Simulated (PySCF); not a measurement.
# F5S, doublet, SMILES `F[S](F)(F)(F)F`: electronic structure

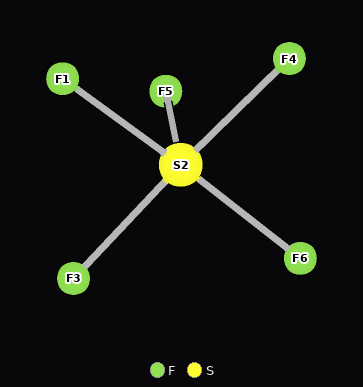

The molecule, with its atoms numbered as below. No frequency check shows the geometry to be a minimum.

Cartesian coordinates (Å):

```
F1      -1.2589   -1.1394   -0.2739
S2      -0.0003   -0.0001   -0.1927
F3      -1.1402    1.2578   -0.2753
F4       1.1390   -1.2588   -0.2757
F5       0.0022    0.0015    1.4441
F6       1.2585    1.1391   -0.2765
```

### 1. Bonding charge

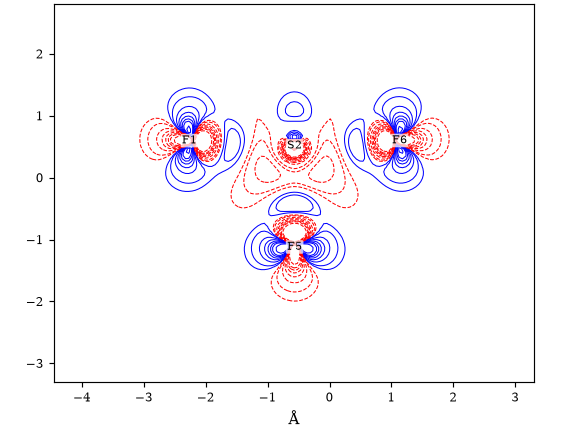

Deformation density (molecule less spherical, spin-averaged free atoms) in the plane of F1, S2, F5 and F6; contours at ±0.05 to ±0.8 e/Å³; solid blue lines: gain, dashed red lines: loss.

Computed with PySCF, ωB97X/def2-SVPD, geometry: GFN2-xTB. The stability of the open-shell solution wasn't checked. GFN2-xTB doesn't know the spin state, so this open-shell geometry is rough.

Q: Describe the bonding that the map shows.

A: F1–S2 and S2–F6: 0.00 e/Å³ at the bond critical point (bond length 1.70 Å); up to 0.6 Å beside the axis the gain reaches +0.15 e/Å³. S2–F5: −0.05 e/Å³ at the bond critical point (bond length 1.64 Å); up to 0.6 Å beside the axis the gain reaches +0.20 e/Å³. In all, 1.4 electrons gather in the regions of gain relative to the promolecule. A small or negative value marks a very polar bond, one between electron-rich atoms, whose free-atom densities already overlap strongly, a long bond to a heavier atom, or a closed-shell contact such as a hydrogen bond.

### 2. Bond critical points

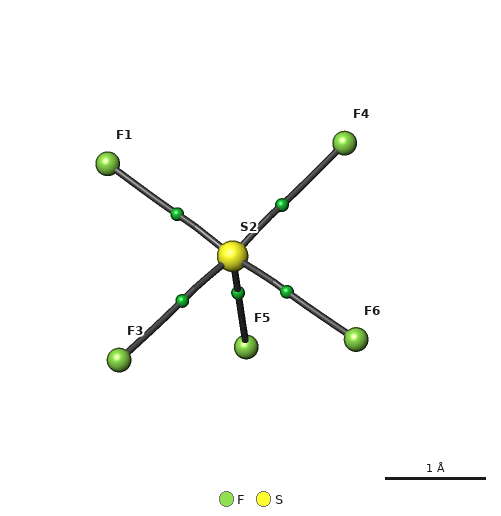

Molecular graph of the electron density (QTAIM): bond paths, bond critical points (green), ring points (magenta, if any); weak paths are dashed.

Q: How many critical points of each kind are there, and does the count close?

A: 6 nuclei, 5 bond, 0 ring and 0 cage critical points: 6 − 5 + 0 − 0 = 1, as the Poincaré–Hopf relation requires.

Q: Tabulate density, Laplacian, ellipticity and energy density at the bond critical points (atomic units).

A:
```csv
bond,length (Å),ρ (a.u.),∇²ρ (a.u.),ε,H (a.u.)
S2–F5,1.637,0.190,+0.01,0.00,−0.194
F1–S2 (4 alike),1.700,0.175,−0.14,0.10,−0.152
```

Q: What kind of interaction is F1–S2?

A: Shared-shell (covalent): ρ = 0.175, ∇²ρ = −0.14, H = −0.152 a.u.

### 3. Local ionisation energy

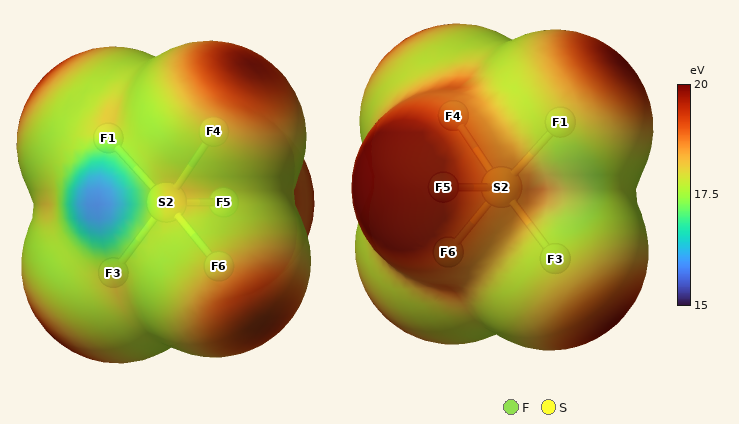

Average local ionisation energy on the surface of electron density 0.001 a.u. (back view left, front view right).

Q: Where are the most loosely bound electrons on this surface?

A: The lowest value is 15.9 eV, 2.0 Å from S2. For comparison, the highest occupied orbital lies at −12.4 eV.

### 4. Spin density

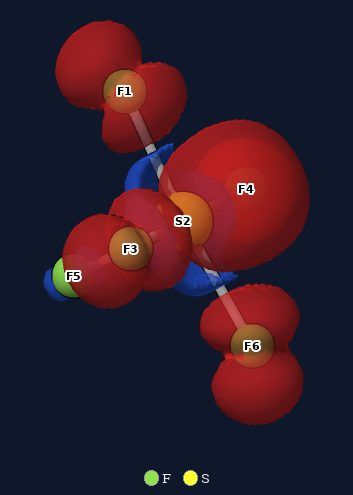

Spin density ρα − ρβ at ±0.02 e/Å³ (red: excess α, blue: excess β).

Q: Give the atomic spin populations that go with this picture.

A: Hirshfeld spin populations: S2 +0.38 and F1, F3, F4 and F6 +0.16. ⟨S²⟩ = 0.76, against 0.75 for a pure state. The picture also shows regions of β spin from spin polarisation; the Hirshfeld sums, whose atoms overlap, net them against the α spin of neighbours.

### 5. In an electric field

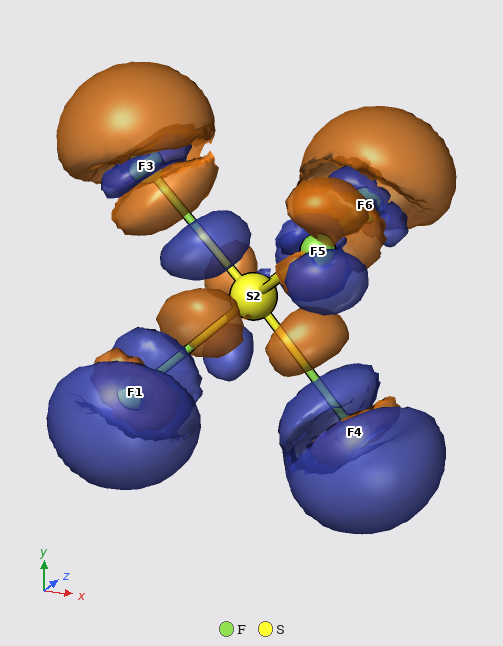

Change of the electron density in a uniform field of 0.41 V/Å, surfaces at ±0.003 e/Å³ (orange: gain, blue: loss).

PySCF calculation, CAM-B3LYP/cc-pVDZ, gas phase; geometry: GFN2-xTB. A basis without diffuse functions makes polarisabilities too small. The stability of the open-shell solution wasn't checked. GFN2-xTB doesn't know the spin state, so this open-shell geometry is rough.

The field was applied in both directions; the picture shows the one opposite to the script's first.

Q: Along which Cartesian direction does the field point?

A: Along −y: electrons gather on the +y side, against the field.

Q: How large is the response?

A: The induced dipole is 0.58 D (along the field); α along this axis, from the fields in both directions, is 29 bohr³ (4.2 Å³).
